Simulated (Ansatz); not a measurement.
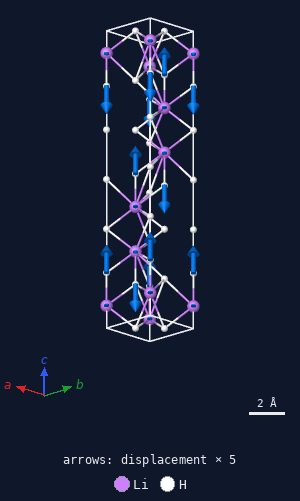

This is a relaxation of a crystal of Li2H5 (a generated structure, set up in R-3m) (coarse preliminary run). The starting structure is drawn; blue arrows show the displacements (the part carried along by the change of the cell is left out), 5 times their true length.

A ball-and-stick model of the conventional cell (3 times the calculation's cell), seen from a free direction. Lengths and directions refer to the drawn axes.

These are results of DFT PBE, scalar-relativistic, plane waves, PAW in Ansatz, not measurements. Set-up: plane-wave cutoff 420 eV; k-point mesh 6 × 6 × 6; occupations gaussian; smearing width 0.1 eV; no spin polarisation; cell and atoms relaxed; force threshold 0.04 eV/Å; at most 70 steps.

Question: What happened in the run?

Answer: Over 5 accepted moves (6 points after the start) the energy falls by 115 meV per atom. The largest force component goes from 0.92 to 0.01 eV/Å. Pressure: −7.69 GPa at the start and −0.19 GPa at the end. The SCF was repeated once at an unchanged geometry on a basis and grid sized afresh for the cell, which shifted the energy by 1.0 meV per atom at most. The largest moves relative to the cell, 0.38 Å, are those of H atoms. Largest moves by element: H 0.38 Å, Li 0.03 Å. The drawn cell changes as follows: a = b 2.913 → 2.752 Å (−5.5 %), c 20.247 → 18.179 Å (−10.2 %); the volume changes by −19.9 %. Among the contacts that change: H–Li 2.230 → 1.827 Å, H–Li 2.505 → 2.280 Å, H–Li 2.261 → 2.097 Å, H–Li 2.270 → 2.130 Å. The space group stays R-3m (No. 166).
